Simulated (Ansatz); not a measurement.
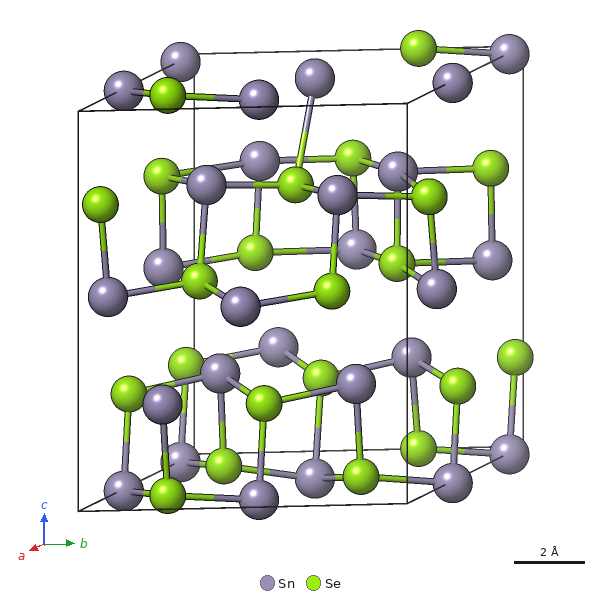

View slightly off an axis, drawn as a ball-and-stick model. Lines trace the edges of the supercell. The host is SnSe, in a cell of 32 sites, and the cell carries a charge of -3.

Question: What imperfection does the supercell contain?

Answer: A tin vacancy. Around the empty site lie three Se at about 2.9 to 3.0 Å.

Calculation details: DFT PBE, scalar-relativistic, plane waves, PAW (Ansatz 0.2.0); wavefunction cutoff 420 eV, the zone sampled with 2×2×2 points, Gaussian smearing of 0.01 eV, collinear spins.

Question: Does the calculation give a net moment?

Answer: Yes, 0.2 μB in the cell.

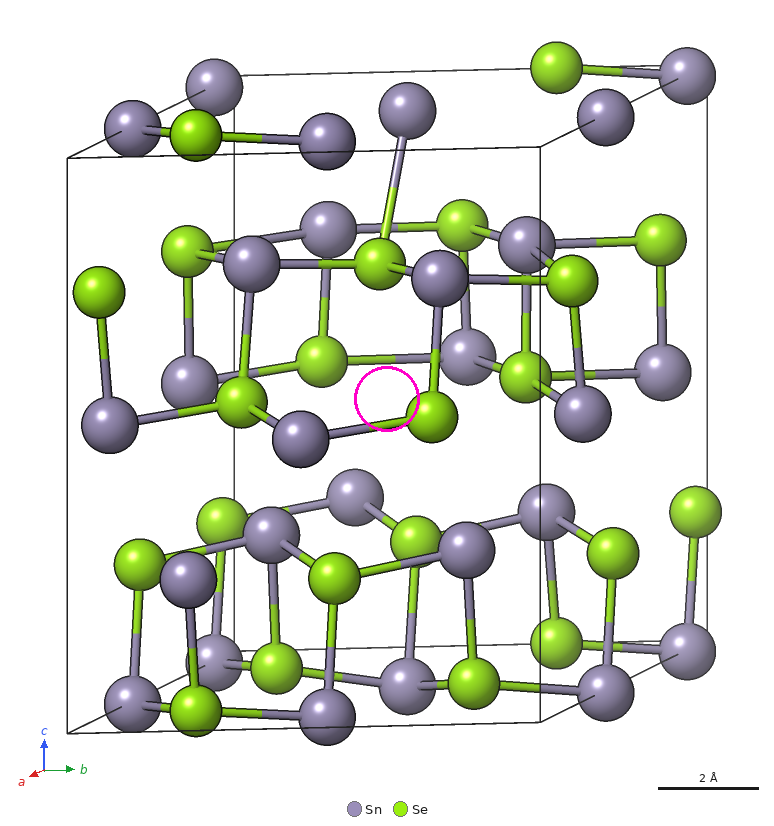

The same cell with a ring at the defect's site.

The atoms were relaxed in the host's cell with DFT PBE, scalar-relativistic, plane waves, PAW (Ansatz).
